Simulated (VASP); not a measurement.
Band structure of TaC (rock salt). Method: PBEsol GGA, VASP's PBE PAW potentials (set 64) (plane waves; VASP).

Unless said otherwise, spin-orbit coupling is left out, though it shifts the bands of the heavy elements here.

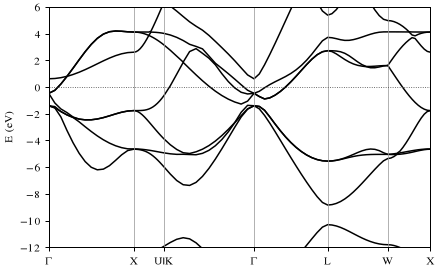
*Bands along high-symmetry lines, zero at the valence-band maximum or, without a gap, the Fermi level*

Problem. Read the plot: is there a gap, and where are the band edges?

Solution. It has no gap at this level: it comes out as a metal or semimetal. (Edges off the drawn lines would not show.)

The compound is TaC in the rock salt structure. It was relaxed first. The electron count is odd and the run is not spin-polarised, which forces a metal.
